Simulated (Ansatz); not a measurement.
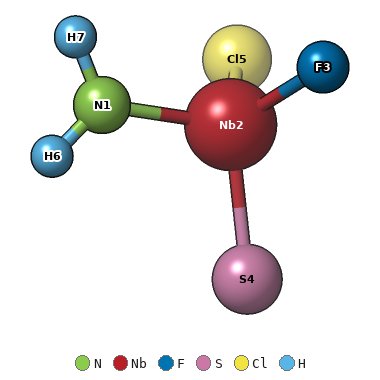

The system is ClFH2NNbS, SMILES [NH2][Nb]([F])(=[S])[Cl]; the picture shows the reference structure. The first coordinate is: bond length N1–Nb2; the second: dihedral H6–N1–Nb2–F3. Nothing is relaxed (all other coordinates rigid). Grid: 11 × 10 points. Energies are in kJ/mol, from the lowest grid point. All numbers below come from RKS PBE-D4/def2-SVP in Ansatz 0.2.0.

Its coordinates:

```yaml
atoms:
  - { symbol: N, position_ang: [-0.7464, 0.6473, 0.6967] }
  - { symbol: Nb, position_ang: [0.4896, -0.4359, -0.3492] }
  - { symbol: F, position_ang: [1.8314, -1.1267, 0.7688] }
  - { symbol: S, position_ang: [-0.7389, -2.0016, -1.1760] }
  - { symbol: Cl, position_ang: [1.4067, 0.8622, -2.0292] }
  - { symbol: H, position_ang: [-1.7593, 0.5295, 0.8002] }
  - { symbol: H, position_ang: [-0.4221, 1.4571, 1.2430] }
```

Range: bond length N1–Nb2 from 1.675 to 2.727 Å; dihedral H6–N1–Nb2–F3 from −180 to 144°.

> What landscape does the calculation give?

The lowest grid point is at bond length N1–Nb2 = 1.991 Å, dihedral H6–N1–Nb2–F3 = −108°. The bottom of the well lies between grid points, at about bond length N1–Nb2 = 1.948 Å, dihedral H6–N1–Nb2–F3 = −120°, about 4.1 kJ/mol lower on the interpolated surface. There is a further well near bond length N1–Nb2 = 1.991 Å, dihedral H6–N1–Nb2–F3 = 72° (1.1 kJ/mol above the lowest at that grid point). The highest grid point, bond length N1–Nb2 = 2.727 Å, dihedral H6–N1–Nb2–F3 = 144°, lies 281 kJ/mol above the lowest. On the interpolated surface the easiest way out of the lowest well to the well at about bond length N1–Nb2 = 1.94 Å, dihedral H6–N1–Nb2–F3 = 60° passes a barrier of about 40 kJ/mol, counted from the interpolated bottom of the well. Round the minimum the two coordinates are nearly uncoupled.

| dihedral H6–N1–Nb2–F3 ↓, bond length N1–Nb2 → | 1.675 | 1.781 | 1.886 | 1.991 | 2.096 | 2.201 | 2.307 | 2.412 | 2.517 | 2.622 | 2.727 |
| --- | --- | --- | --- | --- | --- | --- | --- | --- | --- | --- | --- |
| 144 | 180 | 84 | 43 | 37 | 53 | 82 | 119 | 160 | 201 | 242 | 281 |
| 108 | 158 | 64 | 24 | 20 | 37 | 68 | 106 | 147 | 190 | 231 | 271 |
| 72 | 137 | 43 | 5 | 1 | 20 | 51 | 91 | 133 | 176 | 218 | 259 |
| 36 | 140 | 46 | 7 | 4 | 22 | 53 | 92 | 134 | 177 | 219 | 259 |
| 0 | 165 | 70 | 30 | 25 | 41 | 71 | 108 | 149 | 191 | 231 | 271 |
| −36 | 180 | 84 | 43 | 37 | 53 | 82 | 119 | 160 | 201 | 242 | 281 |
| −72 | 157 | 62 | 23 | 19 | 37 | 67 | 106 | 147 | 189 | 231 | 271 |
| −108 | 134 | 41 | 3 | 0 | 19 | 51 | 90 | 133 | 176 | 218 | 259 |
| −144 | 137 | 44 | 6 | 3 | 21 | 52 | 92 | 134 | 177 | 219 | 259 |
| −180 | 164 | 69 | 30 | 24 | 41 | 71 | 108 | 149 | 190 | 231 | 271 |

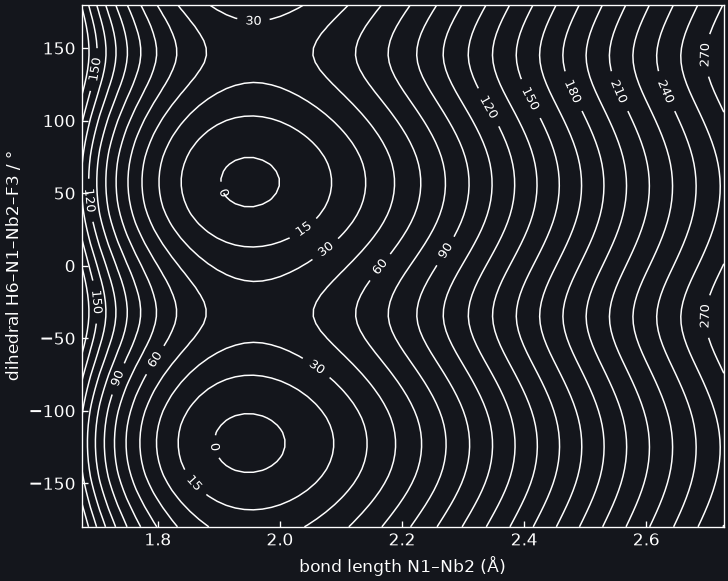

The picture shows contour lines labelled in kJ/mol. Between grid points the surface is interpolated.

The whole map (110 points run) took 14 min on 1 thread of Arm Neoverse V1, on a shared host.
